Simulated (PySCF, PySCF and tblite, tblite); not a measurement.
# i-PrOEt (C5H12O): conformers and averaged spectra

Aim: find the conformers of i-PrOEt (C5H12O) (`CCOC(C)C`), weigh them, and average their properties.

Programs: PySCF 2.14.0 with density-fitted response routines of our own, and tblite 0.8.0. All values are computed, except where a source is named. Atoms count from 0 throughout.

## 1. The starting structure

18 atoms, charge 0, multiplicity 1; geometry from: MMFF94s geometry.

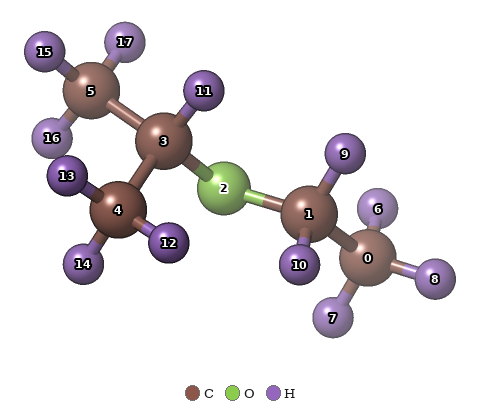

The starting geometry (carbon brown, oxygen green, hydrogen purple), atoms numbered.

## 2. GFN2-xTB relaxation, conformer 1

The job: settings as JSON, then the geometry in Å.

```
{"job": {"xc": "GFN2-xTB", "basis": "xTB", "kind": "relax"}, "charge": 0, "multiplicity": 1}
C      2.684600    -0.426000     0.317100
C      1.224200    -0.330200     0.753300
O      0.472500     0.196600    -0.310100
C     -0.915400     0.414000     0.001200
C     -1.687700    -0.910100    -0.028800
C     -1.477400     1.381100    -1.023600
H      3.054500     0.568400     0.032400
H      2.775300    -1.058900    -0.561100
H      3.310600    -0.830900     1.116500
H      1.147100     0.319800     1.641500
H      0.864500    -1.334500     1.026100
H     -1.005100     0.859300     1.005100
H     -1.353700    -1.591100     0.758200
H     -2.755200    -0.743500     0.100900
H     -1.533500    -1.412000    -0.989900
H     -2.529500     1.604900    -0.818400
H     -1.373800     0.983600    -2.032600
H     -0.910800     2.315900    -0.999400
```

Launch:

```bash
$ OMP_NUM_THREADS=1 python ens_run.py task.json out
```

This one command runs the whole study; its stages follow in the order run.

The program printed:

```text
step      E/eV     max force
  0    -568.35758    0.687
  1    -568.37550    0.253
  2    -568.37975    0.117
  3    -568.38201    0.100
  4    -568.38340    0.078
  5    -568.38408    0.064
  6    -568.38456    0.050
  7    -568.38490    0.047
  8    -568.38521    0.044
  9    -568.38549    0.044
 10    -568.38571    0.036
 11    -568.38571    0.036
 12    -568.38580    0.025
 13    -568.38594    0.019
 14    -568.38599    0.022
 15    -568.38609    0.022
 16    -568.38618    0.026
 17    -568.38631    0.029
 18    -568.38644    0.023
 19    -568.38655    0.026
 20    -568.38665    0.025
 21    -568.38677    0.031
 22    -568.38691    0.033
 23    -568.38705    0.029
 24    -568.38716    0.022
 25    -568.38723    0.023
 26    -568.38729    0.023
 27    -568.38734    0.022
 28    -568.38739    0.016
 29    -568.38742    0.011
 30    -568.38744    0.012
 31    -568.38748    0.017
 32    -568.38752    0.024
 33    -568.38756    0.022
 34    -568.38760    0.012
 35    -568.38761    0.012
 36    -568.38763    0.013
 37    -568.38765    0.011
 38    -568.38768    0.016
 39    -568.38772    0.017
 40    -568.38776    0.016
 41    -568.38781    0.018
 42    -568.38786    0.015
 43    -568.38791    0.015
 44    -568.38795    0.016
 45    -568.38799    0.015
 46    -568.38803    0.013
 47    -568.38805    0.010
 48    -568.38808    0.011
 49    -568.38811    0.012
 50    -568.38814    0.014
 51    -568.38818    0.018
 52    -568.38823    0.019
 53    -568.38828    0.021
 54    -568.38833    0.020
 55    -568.38838    0.020
 56    -568.38844    0.019
 57    -568.38848    0.017
 58    -568.38850    0.013
 59    -568.38852    0.009
 60    -568.38854    0.014
 61    -568.38857    0.014
 62    -568.38859    0.013
 63    -568.38861    0.013
 64    -568.38864    0.016
 65    -568.38867    0.013
 66    -568.38869    0.010
 67    -568.38870    0.009
 68    -568.38872    0.010
 69    -568.38873    0.011
 70    -568.38876    0.014
 71    -568.38879    0.014
 72    -568.38882    0.014
 73    -568.38886    0.017
 74    -568.38890    0.017
 75    -568.38894    0.018
 76    -568.38898    0.015
 77    -568.38901    0.015
 78    -568.38905    0.015
 79    -568.38907    0.011
 80    -568.38910    0.010
 81    -568.38912    0.009
 82    -568.38913    0.007
 83    -568.38914    0.006
 84    -568.38914    0.006
 85    -568.38915    0.008
 86    -568.38917    0.008
 87    -568.38918    0.009
 88    -568.38920    0.008
 89    -568.38921    0.010
 90    -568.38923    0.011
 91    -568.38926    0.011
 92    -568.38929    0.012
 93    -568.38932    0.013
 94    -568.38936    0.016
 95    -568.38940    0.016
 96    -568.38944    0.015
 97    -568.38947    0.011
 98    -568.38950    0.012
 99    -568.38953    0.015
100    -568.38959    0.018
101    -568.38968    0.019
102    -568.38975    0.018
103    -568.38980    0.014
104    -568.38983    0.013
105    -568.38986    0.010
106    -568.38988    0.007
107    -568.38988    0.012
108    -568.38989    0.005
109    -568.38990    0.004
110    -568.38990    0.005
111    -568.38990    0.003
```

Wall time 0.54 s (1 thread of Arm Neoverse V1, shared host).

The energy fell by 0.032 eV, and the atoms moved 0.13 Å (root mean square).

**GFN2-xTB relaxation, conformer 2**

The job: settings as JSON, then the geometry in Å.

```
{"job": {"xc": "GFN2-xTB", "basis": "xTB", "kind": "relax"}, "charge": 0, "multiplicity": 1}
C      2.421300     0.085300    -0.359500
C      1.228600     1.048200    -0.413200
O      0.082000     0.381700    -0.902100
C     -0.680700    -0.315600     0.074300
C     -1.446700    -1.427200    -0.631800
C     -1.654000     0.627400     0.775200
H      3.323500     0.615000    -0.055900
H      2.585400    -0.358200    -1.338200
H      2.238700    -0.736200     0.343000
H      1.460200     1.857700    -1.092700
H      1.046100     1.488800     0.577100
H     -0.017700    -0.788100     0.822100
H     -2.109900    -1.007600    -1.399000
H     -0.745200    -2.098800    -1.154900
H     -2.051700    -2.006300     0.060300
H     -2.293700     1.135400     0.060600
H     -1.110400     1.416000     1.322500
H     -2.284300     0.088800     1.492700
```

The program printed:

```text
step      E/eV     max force
  0    -568.34204    0.840
  1    -568.36648    0.202
  2    -568.37111    0.199
  3    -568.37516    0.170
  4    -568.37762    0.116
  5    -568.37925    0.080
  6    -568.37998    0.052
  7    -568.38042    0.049
  8    -568.38075    0.041
  9    -568.38106    0.050
 10    -568.38136    0.049
 11    -568.38166    0.043
 12    -568.38193    0.035
 13    -568.38193    0.035
 14    -568.38206    0.027
 15    -568.38228    0.022
 16    -568.38235    0.022
 17    -568.38249    0.025
 18    -568.38257    0.024
 19    -568.38268    0.023
 20    -568.38278    0.025
 21    -568.38291    0.028
 22    -568.38301    0.031
 23    -568.38313    0.029
 24    -568.38324    0.028
 25    -568.38334    0.025
 26    -568.38342    0.019
 27    -568.38346    0.012
 28    -568.38349    0.011
 29    -568.38351    0.014
 30    -568.38353    0.014
 31    -568.38355    0.010
 32    -568.38357    0.011
 33    -568.38359    0.013
 34    -568.38363    0.017
 35    -568.38368    0.019
 36    -568.38374    0.017
 37    -568.38380    0.017
 38    -568.38384    0.021
 39    -568.38389    0.023
 40    -568.38395    0.019
 41    -568.38402    0.018
 42    -568.38408    0.016
 43    -568.38413    0.016
 44    -568.38418    0.019
 45    -568.38422    0.017
 46    -568.38425    0.011
 47    -568.38427    0.012
 48    -568.38429    0.011
 49    -568.38431    0.009
 50    -568.38432    0.008
 51    -568.38433    0.008
 52    -568.38434    0.008
 53    -568.38435    0.006
 54    -568.38436    0.006
 55    -568.38436    0.006
 56    -568.38437    0.007
 57    -568.38437    0.005
 58    -568.38437    0.004
```

Wall time 0.26 s (1 thread of Arm Neoverse V1, shared host).

The energy fell by 0.042 eV, and the atoms moved 0.05 Å (root mean square).

## 3. GFN2-xTB relaxation, conformer 3

The job: settings as JSON, then the geometry in Å.

```
{"job": {"xc": "GFN2-xTB", "basis": "xTB", "kind": "relax"}, "charge": 0, "multiplicity": 1}
C      2.655400    -0.157600    -0.015300
C      1.187200    -0.242400    -0.446300
O      0.408600     0.351300     0.585200
C     -1.015500     0.375200     0.359000
C     -1.609800    -1.038200     0.327500
C     -1.416500     1.198900    -0.850600
H      3.301200    -0.602100    -0.770300
H      2.810100    -0.660200     0.946000
H      2.946000     0.887000     0.130500
H      0.916800    -1.300200    -0.557700
H      1.057200     0.277200    -1.388100
H     -1.432800     0.863000     1.253600
H     -1.326100    -1.565400    -0.583400
H     -1.249600    -1.634000     1.164100
H     -2.705500    -0.989100     0.354300
H     -2.497500     1.355800    -0.864200
H     -1.118900     0.715900    -1.780800
H     -0.919100     2.171100    -0.823200
```

The program printed:

```text
step      E/eV     max force
  0    -568.31854    0.941
  1    -568.34600    0.320
  2    -568.35277    0.272
  3    -568.35872    0.183
  4    -568.36183    0.153
  5    -568.36335    0.094
  6    -568.36418    0.083
  7    -568.36487    0.056
  8    -568.36538    0.045
  9    -568.36576    0.042
 10    -568.36607    0.043
 11    -568.36640    0.048
 12    -568.36675    0.046
 13    -568.36710    0.044
 14    -568.36745    0.045
 15    -568.36780    0.042
 16    -568.36812    0.044
 17    -568.36834    0.030
 18    -568.36834    0.030
 19    -568.36842    0.021
 20    -568.36852    0.020
 21    -568.36856    0.021
 22    -568.36867    0.017
 23    -568.36874    0.016
 24    -568.36881    0.017
 25    -568.36887    0.018
 26    -568.36893    0.017
 27    -568.36898    0.016
 28    -568.36904    0.018
 29    -568.36909    0.021
 30    -568.36915    0.022
 31    -568.36921    0.018
 32    -568.36926    0.018
 33    -568.36930    0.013
 34    -568.36934    0.014
 35    -568.36939    0.016
 36    -568.36943    0.016
 37    -568.36947    0.015
 38    -568.36949    0.012
 39    -568.36951    0.011
 40    -568.36954    0.012
 41    -568.36956    0.012
 42    -568.36958    0.011
 43    -568.36960    0.009
 44    -568.36961    0.011
 45    -568.36963    0.010
 46    -568.36964    0.008
 47    -568.36965    0.006
 48    -568.36966    0.005
 49    -568.36966    0.005
 50    -568.36966    0.005
 51    -568.36967    0.004
 52    -568.36967    0.004
 53    -568.36967    0.004
 54    -568.36968    0.005
 55    -568.36968    0.005
 56    -568.36968    0.005
 57    -568.36969    0.004
```

Run time: 0.26 s. Hardware: 1 thread of Arm Neoverse V1, shared host.

Gain 0.051 eV; displacement 0.04 Å root mean square.

## 4. Shieldings, conformer 1: PBE0/pcSseg-1

The job: settings as JSON, then the geometry in Å.

```
{"job": {"xc": "PBE0", "basis": "pcSseg-1", "kind": "nmr", "pop": true}, "charge": 0, "multiplicity": 1}
C      2.688632    -0.348357     0.320794
C      1.221023    -0.423783     0.713903
O      0.458116     0.172947    -0.308671
C     -0.903186     0.406754     0.000299
C     -1.727379    -0.883665     0.031289
C     -1.432095     1.360836    -1.066692
H      2.984771     0.689258     0.193571
H      2.843059    -0.868310    -0.620454
H      3.304642    -0.806590     1.089788
H      1.053343     0.108115     1.664996
H      0.928215    -1.474919     0.857573
H     -0.966628     0.893409     0.990757
H     -1.406221    -1.535194     0.840493
H     -2.777076    -0.644894     0.178662
H     -1.612765    -1.413158    -0.911551
H     -2.462823     1.630361    -0.854564
H     -1.378331     0.882713    -2.040777
H     -0.824056     2.260793    -1.091072
```

The program printed:

```text
coarse grid: 13960 points
cycle   1  E = -272.4840757601  dE =  4.519e-01  |g| = 6.256e-01  |ddm| = 3.412e+00
cycle   2  E = -272.4192235997  dE =  6.485e-02  |g| = 8.676e-01  |ddm| = 1.363e+00
cycle   3  E = -272.5652618226  dE = -1.460e-01  |g| = 1.055e-01  |ddm| = 9.074e-01
cycle   4  E = -272.5672544790  dE = -1.993e-03  |g| = 3.067e-02  |ddm| = 8.718e-02
cycle   5  E = -272.5674628152  dE = -2.083e-04  |g| = 3.162e-03  |ddm| = 2.504e-02
cycle   6  E = -272.5674648590  dE = -2.044e-06  |g| = 6.238e-04  |ddm| = 3.418e-03
final grid: 131712 points
cycle   7  E = -272.6153898038  dE = -3.317e-05  |g| = 1.224e-02  |ddm| = 2.488e-02
cycle   8  E = -272.6153664134  dE =  2.339e-05  |g| = 1.680e-02  |ddm| = 1.800e-02
cycle   9  E = -272.6154198848  dE = -5.347e-05  |g| = 1.671e-03  |ddm| = 1.103e-02
cycle  10  E = -272.6154204791  dE = -5.943e-07  |g| = 1.124e-04  |ddm| = 1.631e-03
cycle  11  E = -272.6154204819  dE = -2.715e-09  |g| = 3.330e-05  |ddm| = 1.362e-04
cycle  12  E = -272.6154204821  dE = -2.206e-10  |g| = 1.376e-05  |ddm| = 3.977e-05
converged SCF energy = -272.6154204821

GIAO shielding tensors (ppm)
atom      isotropic    diamagn.    paramagn.     s11        s22        s33       span
  0 C      168.394     246.711     -78.316    152.834    166.428    185.922     33.087
  1 C      118.595     246.090    -127.494     85.477    104.622    165.688     80.211
  2 O      256.099     401.193    -145.094    213.572    255.754    298.970     85.398
  3 C      110.288     243.027    -132.738     86.157     88.194    156.514     70.357
  4 C      165.255     249.968     -84.713    145.058    163.336    187.371     42.314
  5 C      160.352     247.669     -87.317    139.829    154.457    186.770     46.941
  6 H       30.286      29.723       0.563     26.381     28.678     35.798      9.417
  7 H       30.296      29.823       0.474     26.321     28.758     35.811      9.490
  8 H       30.726      27.850       2.876     26.728     27.808     37.643     10.916
  9 H       28.484      31.990      -3.506     24.410     28.104     32.938      8.528
 10 H       27.771      32.316      -4.545     22.388     28.836     32.089      9.701
 11 H       28.160      32.627      -4.467     26.003     27.193     31.284      5.281
 12 H       29.909      31.728      -1.818     25.077     29.294     35.358     10.281
 13 H       30.897      30.443       0.454     26.799     28.767     37.125     10.326
 14 H       30.904      31.404      -0.500     28.201     28.561     35.951      7.750
 15 H       30.823      29.640       1.183     26.690     28.602     37.177     10.487
 16 H       30.477      30.682      -0.204     27.633     28.768     35.031      7.398
 17 H       30.226      30.451      -0.225     26.113     28.243     36.322     10.209
```

Wall time 21 s (1 thread of Arm Neoverse V1, shared host); peak memory 1 GiB.

Key values: HOMO -7.22 eV, LUMO 1.54 eV; dipole 1.19 D.

(Part 1 of 2 ends here.)
